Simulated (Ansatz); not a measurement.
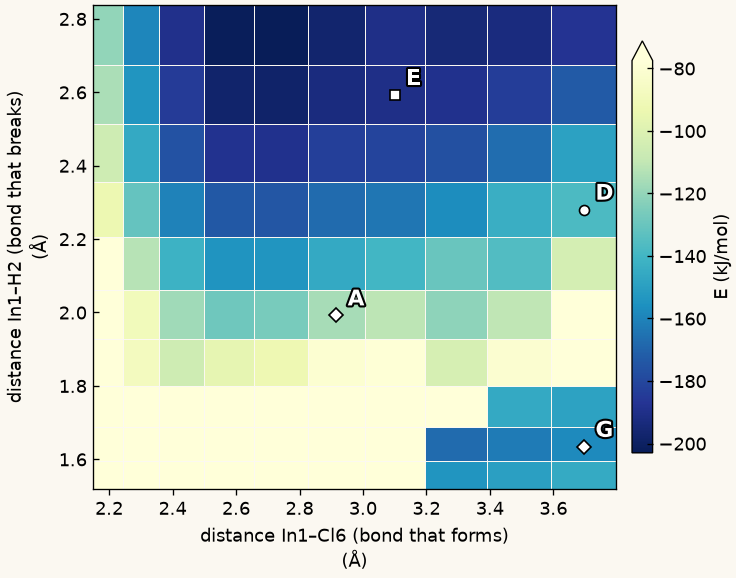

The reacting system Cl₃H₂In (fragments Cl₂HIn + ClH where the first distance is long, ClIn + ClH + ClH where the second is long). 
- First axis: distance In1–Cl6 (bond that forms). Second axis: distance In1–H2 (bond that breaks).
- Relaxed at each point: all other coordinates.
- The grid has 10 × 10 points.
- Points are written as (first, second).
- Energies: kJ/mol, counted from a guessed transition structure relaxed with its forming and breaking bonds held.
- Energies and slopes of some neighbouring points disagree (a jump in structure or state, or too coarse a mesh). The reference is spin-restricted, so regions where a bond is pulled apart into radicals lie too high.
- Level of theory: RKS B3LYP-D4/def2-SVP (Ansatz).

The picture shows one coloured cell a grid point, one colour for all values above the top of the scale, lettered points.

**Rank the lettered points by energy, lowest first.**

E (−190 kJ/mol), G (−158 kJ/mol), D (−138 kJ/mol), A (−116 kJ/mol).
